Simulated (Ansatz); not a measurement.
# Core levels in a random alloy: Al20Ag7 (Al on 74 % of the Ag sites, one arrangement)

What do XPS lines of Al20Ag7 (Al on 74 % of the Ag sites, one arrangement) look like, site by site? Spin–orbit coupling is left out of the bands throughout.

Method: DFT, LDA, plane-wave PAW, default files, scalar-relativistic, in Ansatz 0.2.0.

## (1) Starting point

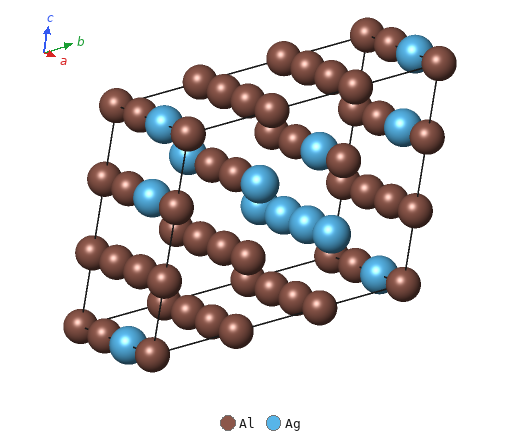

The cell as given, slightly off an axis (aluminium brown, silver blue). Some periodic images of atoms are drawn too.

## (2) Relaxation

Atoms near a foreign or missing neighbour move off the ideal sites, so they are relaxed first.

Contents of input.yaml:

```yaml
crystal:
  lattice:
    - [0.0, 6.1020903179, 6.1020903179]
    - [6.1020903179, 0.0, 6.1020903179]
    - [6.1020903179, 6.1020903179, 0.0]
  atoms:
    - { symbol: Al, position: [0.0, 0.0, 0.0] }
    - { symbol: Al, position: [0.0, 0.0, 0.3333333333] }
    - { symbol: Al, position: [0.0, 0.0, 0.6666666667] }
    - { symbol: Al, position: [0.0, 0.3333333333, 0.0] }
    - { symbol: Al, position: [0.0, 0.3333333333, 0.3333333333] }
    - { symbol: Ag, position: [0.0, 0.3333333333, 0.6666666667] }
    - { symbol: Al, position: [0.0, 0.6666666667, 0.0] }
    - { symbol: Ag, position: [0.0, 0.6666666667, 0.3333333333] }
    - { symbol: Al, position: [0.0, 0.6666666667, 0.6666666667] }
    - { symbol: Al, position: [0.3333333333, 0.0, 0.0] }
    - { symbol: Al, position: [0.3333333333, 0.0, 0.3333333333] }
    - { symbol: Al, position: [0.3333333333, 0.0, 0.6666666667] }
    - { symbol: Al, position: [0.3333333333, 0.3333333333, 0.0] }
    - { symbol: Al, position: [0.3333333333, 0.3333333333, 0.3333333333] }
    - { symbol: Al, position: [0.3333333333, 0.3333333333, 0.6666666667] }
    - { symbol: Al, position: [0.3333333333, 0.6666666667, 0.0] }
    - { symbol: Ag, position: [0.3333333333, 0.6666666667, 0.3333333333] }
    - { symbol: Al, position: [0.3333333333, 0.6666666667, 0.6666666667] }
    - { symbol: Ag, position: [0.6666666667, 0.0, 0.0] }
    - { symbol: Al, position: [0.6666666667, 0.0, 0.3333333333] }
    - { symbol: Ag, position: [0.6666666667, 0.0, 0.6666666667] }
    - { symbol: Al, position: [0.6666666667, 0.3333333333, 0.0] }
    - { symbol: Al, position: [0.6666666667, 0.3333333333, 0.3333333333] }
    - { symbol: Al, position: [0.6666666667, 0.3333333333, 0.6666666667] }
    - { symbol: Al, position: [0.6666666667, 0.6666666667, 0.0] }
    - { symbol: Ag, position: [0.6666666667, 0.6666666667, 0.3333333333] }
    - { symbol: Ag, position: [0.6666666667, 0.6666666667, 0.6666666667] }
kpoints:
  mp_grid: { grid: [4, 4, 4] }
scf:
  occupations: { method: fermi_dirac, width: 0.08 }
  n_extra_bands: 27
hamiltonian:
  xc: lda
  pseudopotentials: { kind: paw }
output:
  forces: true
relax:
  f_tol: 0.04
  max_steps: 35
  cell: {}
```

On the command line:

```sh
ansatz run input.yaml --threads 4 --pin off --max-ram 14336MiB --backend cpu --events-out ev --progress --plain --runs-dir out
```

Numbers of over 12 decimals in the logs are rounded to 6 here.

Output:

```text
scf.n_extra_bands = 27 over 97 filled bands (N_el = 193.0): the run solves 124 bands
Engine: ansatz 0.2.0, x86_64-unknown-linux-gnu
Pseudopotentials: kind: paw
Pseudopotential: Al, paw, valence charge 3, recommended cutoff 420 eV (normal), Al.paw.azcp
Pseudopotential: Ag, paw, valence charge 19, recommended cutoff 420 eV (normal), Ag.paw.azcp
Functional definition: SPW92
  exchange = slater_x
  correlation = pw_c
Crystal: 27 atoms, lattice volume = 454.429 Å³
Basis set: ecut = 420 eV, 8801 PW (Γ)
Bands: 124, of which v1, the nominal top of the filled ones, is band 97 counted from 1 (96 counted from 0)
Symmetry: 1 space group operations
Space group: P1 (ITA 1), of the structure as read, at distance tolerance 7.7e-5 Å
k-points: 36 of 64 (time reversal used)
Non-local potential: Al, projectors of the file, l = 0: 2, l = 1: 2, l = 2: 1
Non-local potential: Ag, projectors of the file, l = 0: 3, l = 1: 2, l = 2: 2, l = 3: 1
PAW form: soft (Blöchl's): semilocal exchange-correlation on the pseudo side does not see the compensation charge
PAW frozen core: Al, regenerated for the run's functional, and the local potential with it (the file was generated under x = pbe(κ = 0.804, μ = 0.219515), c = pbe(β = 0.066725))
PAW frozen core: Ag, regenerated for the run's functional, and the local potential with it (the file was generated under x = pbe(κ = 0.804, μ = 0.219515), c = pbe(β = 0.066725))
PAW one-centre angular grid: Al, 110 points (default); XC on 64 Gauss nodes
PAW one-centre angular grid: Ag, 590 points (default); XC on 64 Gauss nodes
Initial density: superposition of atomic densities (neutral atoms: chi_scale 0, normalization atom), corrected by the library's trained network
Initial wavefunctions: pseudopotential atomic-orbital guess
Functional: x = slater, c = lda
SCF iter   1: F=—  HF=-62464.742757 eV  |F-HF|=—  |Δ(HF+E_count)|=         —  Δρ=6.79e-3  dr2=2.14e-1  ethr=1.77e-3  ⟨swp⟩=6.6  Hψ=17732  notcnv=0  defer=165
preconditioner: auto → Kerker (q_TF=auto, 2.365 Å⁻¹)  [metal: Δε(μ)=0.002 eV  Ē_g=7.328 eV  σ=0.080 eV  W_gap=0.01  n_scr=112 (ndim 8)  ℏωp=20.4 eV  f_vac=0.000  D(μ)=13.52/eV (n_scr^D=112)]
SCF iter   2: F=—  HF=-62464.708851 eV  |F-HF|=—  |Δ(HF+E_count)|=   3.39e-2  Δρ=3.11e-3  dr2=9.10e-2  ethr=1.11e-4  ⟨swp⟩=2.1  Hψ=6624  notcnv=0  defer=203
SCF iter   3: F=—  HF=-62464.694437 eV  |F-HF|=—  |Δ(HF+E_count)|=   1.44e-2  Δρ=1.45e-3  dr2=2.55e-2  ethr=4.71e-5  ⟨swp⟩=1.0  Hψ=4142  notcnv=0  defer=203
SCF iter   4: F=—  HF=-62464.688810 eV  |F-HF|=—  |Δ(HF+E_count)|=   5.63e-3  Δρ=2.18e-4  dr2=1.54e-4  ethr=1.32e-5  ⟨swp⟩=2.0  Hψ=4890  notcnv=0  defer=203
SCF iter   5: F=—  HF=-62464.688852 eV  |F-HF|=—  |Δ(HF+E_count)|=   4.22e-5  Δρ=5.78e-5  dr2=1.61e-5  ethr=7.96e-8  ⟨swp⟩=2.5  Hψ=6702  notcnv=0  defer=203
SCF iter   6: F=—  HF=-62464.689268 eV  |F-HF|=—  |Δ(HF+E_count)|=   4.16e-4  Δρ=3.72e-5  dr2=6.41e-6  ethr=8.36e-9  ⟨swp⟩=2.0  Hψ=7603  notcnv=0  defer=203
SCF iter   7: F=—  HF=-62464.689266 eV  |F-HF|=—  |Δ(HF+E_count)|=   1.40e-6  Δρ=7.21e-6  dr2=3.41e-7  ethr=3.32e-9  ⟨swp⟩=2.1  Hψ=6654  notcnv=0  defer=203
SCF iter   8: F=-62464.689266 eV  HF=-62464.689266 eV  |F-HF|=1.17e-8  |Δ(HF+E_count)|=   6.64e-8  Δρ=1.37e-6  dr2=1.60e-8  ethr=5.18e-11  ⟨swp⟩=4.0  Hψ=12456  notcnv=0
SCF 1 converged in 8 iterations: F = -62464.689266 eV  dr2 = 1.60e-8
  greatest PAW one-centre occupation: 1.003 electrons in one spin orbital (limit 2), on the Ag atom at site 20 (counted from 0), in its partial waves of l = 0
relax step   1: F+E_penalty+E_count = -62464.68926623 eV  Δ(F+E_penalty+E_count) = +0.000e0 eV  max|allowed force component| = 2.324e-1 eV/Å  Δτ_max = 0.0000 Å  P = -5.224 GPa  Ω = 454.429 Å³  (8 SCF iters, dr2 threshold 1.00e-7 eV, accepted)
Crystal: 27 atoms, lattice volume = 408.423 Å³
Basis set: ecut = 420 eV, 7917 PW (Γ)
Initial density: handed on by an earlier stage of this run
Initial wavefunctions: those handed on with the density
iter 1 solved again at ethr=1.66e-3 eV; its pass at ethr=3.10e-3 eV (dr2=3.21e0 eV) is discarded
SCF iter   1: F=—  HF=-62465.600567 eV  |F-HF|=—  |Δ(HF+E_count)|=         —  Δρ=1.87e-2  dr2=3.19e0  ethr=1.66e-3  ⟨swp⟩=4.7  Hψ=23063  notcnv=0  defer=3
preconditioner: auto → Kerker (q_TF=auto, 2.408 Å⁻¹)  [metal: Δε(μ)=0.001 eV  Ē_g=7.743 eV  σ=0.080 eV  W_gap=0.00  n_scr=112 (ndim 8)  ℏωp=21.5 eV  f_vac=0.000  D(μ)=11.78/eV (n_scr^D=64)]
SCF iter   2: F=—  HF=-62465.044865 eV  |F-HF|=—  |Δ(HF+E_count)|=   5.56e-1  Δρ=6.39e-3  dr2=3.43e-1  ethr=1.66e-3  ⟨swp⟩=2.6  Hψ=7269  notcnv=0  defer=80
SCF iter   3: F=—  HF=-62464.983068 eV  |F-HF|=—  |Δ(HF+E_count)|=   6.18e-2  Δρ=3.03e-3  dr2=1.13e-1  ethr=1.77e-4  ⟨swp⟩=1.0  Hψ=4916  notcnv=0  defer=87
SCF iter   4: F=—  HF=-62464.959188 eV  |F-HF|=—  |Δ(HF+E_count)|=   2.39e-2  Δρ=4.74e-4  dr2=2.17e-3  ethr=5.87e-5  ⟨swp⟩=2.1  Hψ=5176  notcnv=0  defer=87
SCF iter   5: F=—  HF=-62464.959037 eV  |F-HF|=—  |Δ(HF+E_count)|=   1.52e-4  Δρ=2.23e-4  dr2=1.82e-4  ethr=1.12e-6  ⟨swp⟩=2.3  Hψ=6542  notcnv=0  defer=87
SCF iter   6: F=—  HF=-62464.959001 eV  |F-HF|=—  |Δ(HF+E_count)|=   3.61e-5  Δρ=8.27e-5  dr2=3.29e-5  ethr=9.45e-8  ⟨swp⟩=2.0  Hψ=7397  notcnv=0  defer=119
SCF iter   7: F=—  HF=-62464.958995 eV  |F-HF|=—  |Δ(HF+E_count)|=   5.52e-6  Δρ=2.05e-5  dr2=3.18e-6  ethr=1.70e-8  ⟨swp⟩=2.8  Hψ=7227  notcnv=0  defer=119
SCF iter   8: F=-62464.958995 eV  HF=-62464.958995 eV  |F-HF|=9.93e-8  |Δ(HF+E_count)|=   5.65e-7  Δρ=4.25e-6  dr2=1.28e-7  ethr=1.40e-9  ⟨swp⟩=3.8  Hψ=11534  notcnv=0
SCF 2 converged in 8 iterations: F = -62464.958995 eV  dr2 = 1.28e-7
  greatest PAW one-centre occupation: 1.003 electrons in one spin orbital (limit 2), on the Ag atom at site 18 (counted from 0), in its partial waves of l = 0
relax step   2: F+E_penalty+E_count = -62464.95899458 eV  Δ(F+E_penalty+E_count) = -2.697e-1 eV  max|allowed force component| = 2.041e-1 eV/Å  Δτ_max = 0.0836 Å  P = +5.204 GPa  Ω = 408.423 Å³  energy of the carried Pulay correction = +1.672e-2 eV  (8 SCF iters, dr2 threshold 2.70e-6 eV, accepted)
Crystal: 27 atoms, lattice volume = 429.558 Å³
Basis set: ecut = 420 eV, 8403 PW (Γ)
iter 1 solved again at ethr=3.72e-4 eV; its pass at ethr=3.10e-3 eV (dr2=7.19e-1 eV) is discarded
SCF iter   1: F=—  HF=-62465.423487 eV  |F-HF|=—  |Δ(HF+E_count)|=         —  Δρ=8.31e-3  dr2=7.40e-1  ethr=3.72e-4  ⟨swp⟩=4.0  Hψ=19023  notcnv=0
preconditioner: auto → Kerker (q_TF=auto, 2.388 Å⁻¹)  [metal: Δε(μ)=0.014 eV  Ē_g=7.831 eV  σ=0.080 eV  W_gap=0.04  n_scr=112 (ndim 8)  ℏωp=21.0 eV  f_vac=0.000  D(μ)=11.88/eV (n_scr^D=64)]
[...]
relax step  14: F+E_penalty+E_count = -62465.34603834 eV  Δ(F+E_penalty+E_count) = +4.986e-3 eV  max|allowed force component| = 1.028e-2 eV/Å  Δτ_max = 0.0000 Å  P = -0.034 GPa  Ω = 428.952 Å³  stress off target by 6.84e-2 GPa  SCF on the basis re-selected at this cell (its energy is not comparable with the rows above)  (5 SCF iters)
relax step  15: F+E_penalty+E_count = -62465.34613196 eV  Δ(F+E_penalty+E_count) = -9.362e-5 eV  max|allowed force component| = 1.378e-2 eV/Å  Δτ_max = 0.0044 Å  P = +0.046 GPa  Ω = 428.637 Å³  energy of the carried Pulay correction = +1.090e-4 eV  (7 SCF iters, dr2 threshold 1.17e-8 eV, rejected (line search))
relax step  16: F+E_penalty+E_count = -62465.34625756 eV  Δ(F+E_penalty+E_count) = -2.192e-4 eV  max|allowed force component| = 3.570e-3 eV/Å  Δτ_max = 0.0028 Å  P = +0.001 GPa  Ω = 428.809 Å³  energy of the carried Pulay correction = +4.976e-5 eV  (8 SCF iters, accepted)
iter 1 solved again at ethr=4.73e-7 eV; its pass at ethr=3.10e-3 eV (dr2=9.12e-4 eV) is discarded
SCF iter   1: F=—  HF=-62465.345901 eV  |F-HF|=—  |Δ(HF+E_count)|=         —  Δρ=1.19e-6  dr2=1.07e-9  ethr=4.73e-7  ⟨swp⟩=3.1  Hψ=29370  notcnv=0
eigensolver tolerance schedule: the retry pair's looser diagonalisation over-reported the residual by 856650.28 of it (diagonalisation noise at an unbounded share of the residual, at the tolerance the schedule requests for it); recorded, not acted on — ethr = c·dr2/N_el stays at c = 1.0e-1
preconditioner: auto → Kerker (q_TF=auto, 2.388 Å⁻¹)  [metal: Δε(μ)=0.013 eV  Ē_g=7.723 eV  σ=0.080 eV  W_gap=0.04  n_scr=108 (ndim 8)  ℏωp=21.0 eV  f_vac=0.000  D(μ)=8.70/eV (n_scr^D=58)]
SCF iter   2: F=—  HF=-62465.346213 eV  |F-HF|=—  |Δ(HF+E_count)|=   3.12e-4  Δρ=5.93e-7  dr2=1.88e-10  ethr=1.00e-12  ⟨swp⟩=3.0  Hψ=20392  notcnv=0
SCF iter   3: F=-62465.346213 eV  HF=-62465.346213 eV  |F-HF|=1.16e-10  |Δ(HF+E_count)|=  5.38e-10  Δρ=3.04e-7  dr2=5.45e-11  ethr=1.00e-12  ⟨swp⟩=2.0  Hψ=11876  notcnv=0
SCF 17 converged in 3 iterations: F = -62465.346213 eV  dr2 = 5.45e-11
relax step  17: F+E_penalty+E_count = -62465.34621314 eV  Δ(F+E_penalty+E_count) = +4.442e-5 eV  max|allowed force component| = 3.569e-3 eV/Å  Δτ_max = 0.0000 Å  P = +0.000 GPa  Ω = 428.809 Å³  stress off target by 2.54e-2 GPa  SCF on the basis re-selected at this cell (its energy is not comparable with the rows above)  (3 SCF iters)
basis re-selected at this cell: Δ(F+E_penalty+E_count) = +4.442e-5 eV, ΔP = -0.000 GPa vs the last step (what re-selecting the basis moved, of the pressure what is left beyond the Pulay correction that the steps carried, after the strain that the cell walked since its last selection, with what the two solves' SCF thresholds leave and, on support functions, any second-order correction that the steps lacked; it is no m [...]
SCF converged after 3 iterations
Free energy (F): -62465.346213 eV
Harris-Foulkes:  -62465.346213 eV  (|F-HF|=1.16e-10)
Internal energy: -62465.159299 eV  (E = F + TS)
E sigma→0 (E₀):  -62465.252756 eV
Entropy (-TS):   -0.186914 eV (-6.923 meV/atom)
Fermi energy:    11.199180 eV
--- Per-component energies (eV) ---
  E_band       = -2232.093502
  E_kinetic    = 4162.750684
  E_local      = -28388.894341  (includes V_loc(G=0)·N_el)
  E_nonlocal   = 810.679395
  E_hartree    = 13191.125520
  E_xc         = -2085.885031
  E_vxc        = -2245.770790  (∫ρ·V_xc dr)
  E_paw        = -35245.576907  (= ΣΔE_a)
  E_vpaw       = -2953.111226  (= ΣTr[D̂ρ^β])
  E_aug_tail   = 0.001729  (compensation charges beyond the density's cutoff)
  E_ewald      = -14915.548331
  E_core_change = 6.187983  (= ΣΔE_core)
  E_smearing   = -0.186914  (= −TS)
  E_closure    = 0.000000  (closes the sum)
  Σ components = -62465.346213   (vs F -62465.346213, Δ=0.00e0)
--- Forces (eV/Å), atoms counted from 1 ---
  atom   1  Al    -0.00136948    -0.00023226    -0.00018060
  atom   2  Al     0.00141189    -0.00085459    -0.00352607
  atom   3  Al     0.00317595    -0.00106346    -0.00012257
  atom   4  Al     0.00064307    -0.00087582     0.00054036
  atom   5  Al     0.00095739    -0.00067029     0.00026286
  atom   6  Ag    -0.00223331    -0.00113639    -0.00206989
  atom   7  Al     0.00306091     0.00035077     0.00226241
  atom   8  Ag     0.00088845    -0.00059470     0.00082116
  atom   9  Al     0.00000670    -0.00319328     0.00068765
  atom  10  Al    -0.00208367     0.00121832     0.00032698
  atom  11  Al     0.00063391    -0.00124395     0.00069868
  atom  12  Al     0.00173621     0.00144723     0.00066733
  atom  13  Al     0.00136022    -0.00020185     0.00219182
  atom  14  Al    -0.00006728     0.00136336     0.00005959
  atom  15  Al    -0.00201895    -0.00060509    -0.00138687
  atom  16  Al    -0.00035861    -0.00103126    -0.00093915
  atom  17  Ag    -0.00132271     0.00089211    -0.00002350
  atom  18  Al     0.00110177     0.00247619     0.00044182
  atom  19  Ag    -0.00167902     0.00208398     0.00138741
  atom  20  Al    -0.00172497     0.00273245     0.00183549
  atom  21  Ag     0.00204213    -0.00002975     0.00036402
  atom  22  Al    -0.00189095    -0.00356930     0.00061500
  atom  23  Al     0.00066994     0.00174126    -0.00197336
  atom  24  Al    -0.00121350    -0.00010035    -0.00059577
  atom  25  Al    -0.00013464    -0.00171058    -0.00114113
  atom  26  Ag     0.00063863     0.00281248    -0.00039467
  atom  27  Ag    -0.00223004    -0.00000088    -0.00080553
  max |Σ_I F_I| component: 4.36e-6 eV/Å
--- Stress (GPa, compression-positive) ---
        0.019516      -0.001160      -0.004454
       -0.001160       0.006213      -0.004395
       -0.004454      -0.004395      -0.024358
  P = ⅓ Tr σ = 0.0005 GPa (0.005 kbar)
--- Relaxed structure (15 steps of the walk, 12 accepted, 2 SCFs on fresh bases) ---
  F+E_penalty+E_count = -62465.34621314 eV   max|allowed force component| = 3.569e-3 eV/Å   (the final SCF, on the basis selected at the relaxed cell)
  cell:  # Å, volume = 428.8090 Å³
    - [0.117636, 6.208191, 6.106899]
    - [5.952222, 0.273273, 5.951262]
    - [6.074124, 6.174456, 0.151371]
  atoms:
    - { symbol: Al, position: [0.00360221, 0.00329636, 0.00203828] }
    - { symbol: Al, position: [0.00505178, 0.00304298, 0.331110] }
    - { symbol: Al, position: [0.00144271, 0.000650738, 0.667023] }
    - { symbol: Al, position: [0.00200773, 0.335959, -0.000277856] }
    - { symbol: Al, position: [0.00206538, 0.337610, 0.337917] }
    - { symbol: Ag, position: [0.00465243, 0.325944, 0.670171] }
    - { symbol: Al, position: [-0.00589685, 0.671549, 0.00355317] }
    - { symbol: Ag, position: [-0.00239022, 0.676921, 0.328394] }
    - { symbol: Al, position: [-0.00444868, 0.664417, 0.660387] }
    - { symbol: Al, position: [0.336170, 0.000623398, -0.000916716] }
    - { symbol: Al, position: [0.336379, -0.00413216, 0.327409] }
    - { symbol: Al, position: [0.335469, -0.000899571, 0.670572] }
    - { symbol: Al, position: [0.331154, 0.333644, 0.000482205] }
    - { symbol: Al, position: [0.328246, 0.330777, 0.334874] }
    - { symbol: Al, position: [0.334269, 0.332461, 0.664383] }
    - { symbol: Al, position: [0.332286, 0.665486, 0.00582548] }
    - { symbol: Ag, position: [0.337217, 0.658767, 0.331084] }
    - { symbol: Al, position: [0.330493, 0.665821, 0.664623] }
    - { symbol: Ag, position: [0.665917, 0.00288583, -0.00375069] }
    - { symbol: Al, position: [0.663008, -0.00703147, 0.332471] }
    - { symbol: Ag, position: [0.670262, 0.007105, 0.659511] }
    - { symbol: Al, position: [0.667502, 0.330645, 0.000112123] }
    - { symbol: Al, position: [0.668012, 0.332550, 0.329832] }
    - { symbol: Al, position: [0.668864, 0.335211, 0.668089] }
    - { symbol: Al, position: [0.667043, 0.671553, -0.00136829] }
    - { symbol: Ag, position: [0.665882, 0.657765, 0.338640] }
    - { symbol: Ag, position: [0.655741, 0.667379, 0.677811] }
```

Wall time 19 min (4 threads of Intel Xeon at 2.50GHz (Skylake/Cascade Lake), shared host); peak memory 2.3 GiB.

The steps of the relaxation:

```tsv
step	energy less that of the first step (eV)	largest force component (eV/Å)	pressure (GPa)	volume (Å³)
1	0.0000	0.2324	-5.22	454.43
2	-0.2697	0.2041	5.20	408.42
3	-0.5787	0.0593	-0.50	429.56
4	-0.6188	0.0850	0.40	426.48
5	-0.6380	0.0681	0.30	426.97
6	-0.6490	0.0221	-0.02	428.62
7	-0.6504	0.0547	-0.04	428.77
8	-0.6541	0.0399	0.01	428.60
9	-0.6384	0.0654	0.30	428.27
10	-0.6576	0.0205	-0.06	429.01
11	-0.6600	0.0245	0.04	428.74
12	-0.6579	0.0324	0.01	429.00
13	-0.6618	0.0103	-0.01	428.95
14*	-0.6568	0.0103	-0.03	428.95
15	-0.6569	0.0138	0.05	428.64
16	-0.6570	0.0036	0.00	428.81
17*	-0.6569	0.0036	0.00	428.81
```

Relaxation steps marked * repeat the geometry before them on a plane-wave basis chosen anew for their cell, so energy and pressure can jump there. Relaxation steps 9, 12, 15 were tried and not accepted.

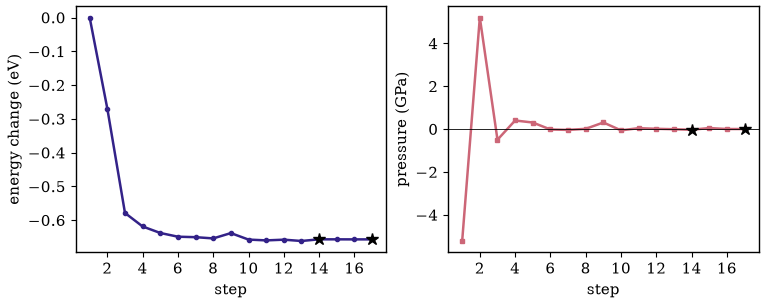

Energy and pressure along the relaxation. Stars mark steps on a basis chosen anew.

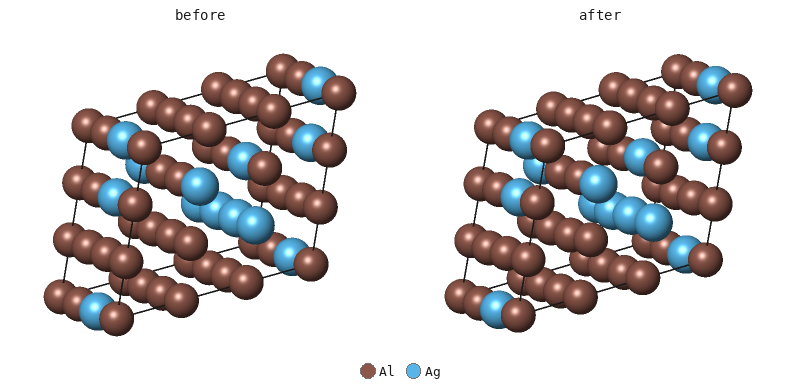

The structure before and after the relaxation, drawn at the same scale.

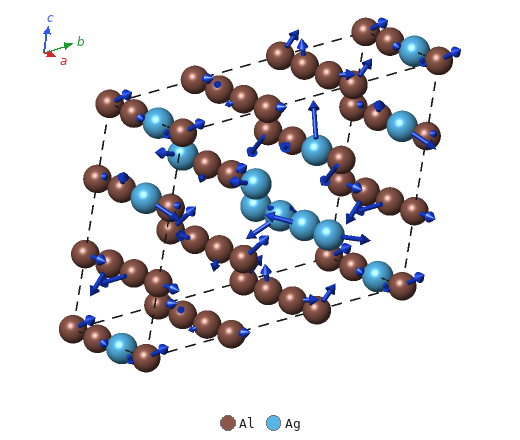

Displacements in the relaxation, exaggerated, measured against the changing cell; the longest in the cell stands for 0.09 Å. Some periodic images of atoms are drawn too.

```tsv
cell as run	before	after	change
a (Å)	8.630	8.709	+0.9 %
b (Å)	8.630	8.421	-2.4 %
c (Å)	8.630	8.663	+0.4 %
α (°)	60.00	57.92	-3.5 %
β (°)	60.00	58.01	-3.3 %
γ (°)	60.00	58.12	-3.1 %
volume (Å³/atom)	16.83	15.88	-5.6 %
```

The atoms that moved most (Å, as changes of fractional coordinates times the final cell):

```tsv
atom	dx	dy	dz	length
Al9	-0.052	-0.067	-0.042	0.094
Ag27	0.071	0.001	-0.061	0.093
Al20	-0.048	-0.030	-0.064	0.085
Al5	0.054	0.042	0.039	0.078
Ag8	0.031	-0.043	0.046	0.070
Ag21	-0.001	-0.020	0.063	0.066
Ag26	-0.021	0.025	-0.057	0.066
Ag17	-0.060	0.008	-0.024	0.065
```

This step gave:

```yaml
free_energy: -62465.3462 eV
energy_at_zero_smearing: -62465.2528 eV
smearing_term_ts: 0.1869 eV
fermi_energy: 11.20 eV
symmetry_operations: 1
pressure: 4.57e-4 GPa
```

The relaxation ends with a largest force component of 0.0036 eV/Å and a pressure of 0.00 GPa.

(Continued in part 2 of 3.)

[Logs are printed without paths, hosts, clocks, repeated set-up lines and the standing remarks that a program may print on its own settings, such as how far it seeks lower states.]

[Hosts, paths, dates, database ids (printed as entryN), source tags and the programs' standing remarks are cut or masked in the printed files.]

[Maps of the electrostatic potential energy from Ansatz leave out the sawtooth potential of an applied field or a dipole correction, so their vacuum need not be flat; work functions include it.]
